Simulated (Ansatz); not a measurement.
Input

```
crystal:
  periodic: [false, false, false]
  atoms:
    - {symbol: O, position_ang: [-2.777306, 1.365777, 0.967468]}
    - {symbol: Si, position_ang: [-3.481473, 1.035738, -0.516396]}
    - {symbol: O, position_ang: [-5.141454, 0.908116, -0.420043]}
    - {symbol: O, position_ang: [-3.135342, 2.317744, -1.538590]}
    - {symbol: C, position_ang: [-2.957913, -0.626779, -1.243484]}
    - {symbol: C, position_ang: [-1.616657, -0.686936, -1.986999]}
    - {symbol: C, position_ang: [-0.356496, -0.252835, -1.250998]}
    - {symbol: F, position_ang: [0.696907, -0.324329, -2.121193]}
    - {symbol: F, position_ang: [-0.452090, 1.056066, -0.834772]}
    - {symbol: C, position_ang: [0.030133, -1.106301, -0.006895]}
    - {symbol: F, position_ang: [0.255544, -2.375899, -0.409932]}
    - {symbol: F, position_ang: [-1.035912, -1.124034, 0.862775]}
    - {symbol: C, position_ang: [1.236975, -0.630329, 0.883091]}
    - {symbol: F, position_ang: [0.878374, 0.526850, 1.491983]}
    - {symbol: F, position_ang: [1.393977, -1.592467, 1.828607]}
    - {symbol: C, position_ang: [2.606702, -0.408343, 0.170625]}
    - {symbol: F, position_ang: [2.557981, 0.758555, -0.511129]}
    - {symbol: F, position_ang: [2.818248, -1.430110, -0.695560]}
    - {symbol: C, position_ang: [3.873350, -0.368766, 1.101426]}
    - {symbol: F, position_ang: [4.074841, -1.598075, 1.625909]}
    - {symbol: F, position_ang: [4.915887, -0.061140, 0.290170]}
    - {symbol: C, position_ang: [3.875597, 0.666090, 2.268783]}
    - {symbol: F, position_ang: [5.107248, 0.716307, 2.797353]}
    - {symbol: F, position_ang: [3.011085, 0.298792, 3.228257]}
    - {symbol: F, position_ang: [3.544057, 1.886307, 1.819451]}
    - {symbol: H, position_ang: [-2.239115, 0.642010, 1.331738]}
    - {symbol: H, position_ang: [-5.589518, 1.707585, -0.094717]}
    - {symbol: H, position_ang: [-2.260086, 2.706839, -1.361077]}
    - {symbol: H, position_ang: [-3.757917, -0.872187, -1.973408]}
    - {symbol: H, position_ang: [-3.022967, -1.410474, -0.462070]}
    - {symbol: H, position_ang: [-1.409763, -1.707887, -2.369146]}
    - {symbol: H, position_ang: [-1.642908, -0.015905, -2.871246]}
basis:
  gaussian: {orbitals: def2-TZVP, fitting: {mean_field: def2-universal-jkfit}, initial_orbitals: start.molden}
hamiltonian: {xc: pbe0, dispersion: d4}
scf: {omitted_lower_state_checks: [starts]}
output: {orbitals: {seedname: orbitals}}
```

Run with:

```sh
ansatz run in.yaml --threads 2 --pin off --events-out ev --progress --plain --max-ram 32768MiB --backend cuda --devices 0, --max-vram 18GiB
```

Geometry: PBE-D4/def2-SVP.

All numbers below come from RKS PBE0-D4/def2-TZVP (Ansatz).

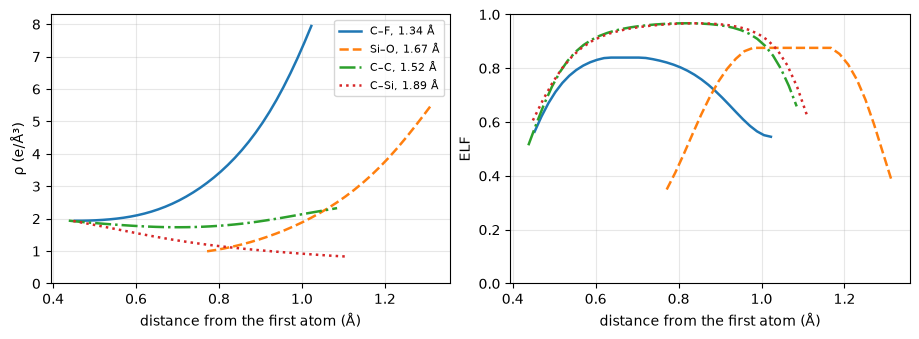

C8H7F13O3Si (SMILES O[Si](O)(O)CCC(F)(F)C(F)(F)C(F)(F)C(F)(F)C(F)(F)C(F)(F)F). Total electron density and electron localisation function along straight lines between neighbouring atoms. The curves leave out the atomic cores.

> What kind of bonding do the profiles show?

C–F (1.34 Å): ρ at the midpoint is about 2.4 e/Å³; the ELF peaks at about 0.85 between the atoms; a polar covalent bond.
Si–O (1.67 Å): ρ at the midpoint is about 1.1 e/Å³; the ELF peaks at about 0.90 between the atoms (a polar covalent bond).
C–C (1.52 Å): ρ is about 1.8 e/Å³ halfway; the ELF peaks at about 0.95 between the atoms: a covalent bond.
C–Si (1.89 Å): ρ is about 0.98 e/Å³ halfway; the ELF peaks at about 0.95 between the atoms: a covalent bond.
